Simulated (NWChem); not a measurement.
# GeTe (SMILES [Ge][Te]): PBE/LANL2DZ (core potential)

Aim: the vertical ionisation energy of GeTe at PBE/LANL2DZ (core potential), from 2 runs. 

Program for the calculation: NWChem 7.3.0.

## Step 1: The system as given

The species is GeTe (2 atoms), meant as a singlet with charge 0. SMILES: `[Ge][Te]`. Geometry: the measured bond length.

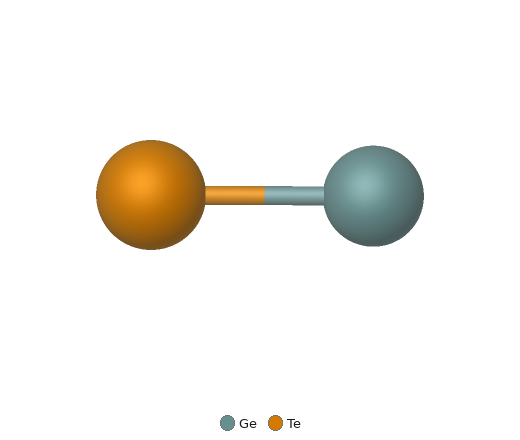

Viewed from a chosen angle; germanium teal, tellurium orange.

## Step 2: The energy at PBE/LANL2DZ (core potential)

The input, gete.nw:

```
start gete
memory stack 880 mb heap 220 mb global 1100 mb
charge 0
geometry noautosym nocenter noautoz
   Ge       0.000000       0.000000       0.000000
   Te       0.000000       0.000000       2.340165
end
basis spherical bse
   * library LANL2DZ
end
ecp bse
   Ge library LANL2DZ
   Te library LANL2DZ
end
dft
   xc xpbe96 cpbe96
   grid fine
   convergence energy 1e-08
   iterations 100
   mulliken
   print low
end
task dft
```

Run with:

```console
$ nwchem gete.nw > gete.out
```

What it wrote (excerpt; [...] marks lines left out):

```text
[...]
 d= 0,ls=0.0,diis     1    -11.7841408592 -1.72D+01  1.32D-01  1.92D-01     0.1
[...]
 d= 0,ls=0.0,diis     8    -11.8527104553 -3.30D-09  1.22D-07  1.45D-12     0.6
         Total DFT energy =      -11.852710455344
      One electron energy =      -29.174825046012
           Coulomb energy =       14.697943534748
    Exchange-Corr. energy =       -2.802905229724
 Nuclear repulsion energy =        5.427076285643
[...]
      Total Density - Mulliken Population Analysis
     ---------------------------------------------
    Atom       Charge   Shell Charges
 -----------   ------   -------------------------------------------------------
    1 Ge   4     3.90   0.41  1.59  1.13  0.77
    2 Te   6     6.10   0.74  1.25  2.33  1.79
[...]
```

Run time: 1.1 s. Hardware: 1 thread of AMD EPYC 9R45 (Zen 5), shared host; peak memory 0.11 GiB.

## Step 3: The doublet cation at the same level

The input, a.nw:

```
start a
memory 2200 mb
charge 1
geometry units au noautosym nocenter noautoz
   Ge  0.00000000  0.00000000  0.00000000
   Te  0.00000000  0.00000000  4.42227094
end
basis "ao basis" spherical bse
   * library LANL2DZ
end
ecp bse
   Ge library LANL2DZ
   Te library LANL2DZ
end
dft
   xc xpbe96 cpbe96
   mult 2
   grid fine
   convergence energy 1e-08
   maxiter 100
   mulliken
   noprint "final vectors analysis"
end
task dft energy
```

Run with:

```console
$ nwchem a.nw > a.out
```

What it wrote (excerpt; [...] marks lines left out):

```text
[...]
          Wavefunction type:  spin polarized.
          No. of atoms     :     2
          No. of electrons :     9
[...]
          Charge           :     1
          Spin multiplicity:     2
[...]
          AO basis - number of functions:    16
[...]
              XC Information
              --------------
          PerdewBurkeErnzerhof Exchange Functional  1.000
            Perdew 1991 LDA Correlation Functional  1.000 local
           PerdewBurkeErnz. Correlation Functional  1.000 non-local
[...]
 d= 0,ls=0.0,diis     1    -11.3785602429 -1.68D+01  8.00D-02  8.88D-02     0.2
[...]
 d= 0,ls=0.5,diis    28    -11.5031996248 -8.07D-09  4.26D-06  1.73D-09     3.0
[...]
         Total DFT energy =      -11.503199630146
      One electron energy =      -26.694265056262
           Coulomb energy =       12.291212716417
    Exchange-Corr. energy =       -2.527223180860
 Nuclear repulsion energy =        5.427075890560
[...]
      Total Density - Mulliken Population Analysis
     ---------------------------------------------
    Atom       Charge   Shell Charges
 -----------   ------   -------------------------------------------------------
    1 Ge   4     3.45   0.39  1.47  1.09  0.50
    2 Te   6     5.55   0.74  1.25  2.27  1.30
[...]
      <S2> =      0.7573 (Exact =     0.7500)
[...]
```

It took 3.9 s on 1 thread of AMD EPYC 9R45 (Zen 5), shared host; peak memory 0.11 GiB.

## Step 4: What came out

Level: PBE/LANL2DZ (core potential).

```
                                          quantity         value
                        singlet GeTe: total energy  -11.85271 Eh
                      doublet cation: total energy  -11.50320 Eh
                              doublet cation: ⟨S²⟩         0.757
vertical ionisation energy (to the doublet cation)      9.511 eV
```

In words: The vertical ionisation energy comes to 9.51 eV (219 kcal/mol).
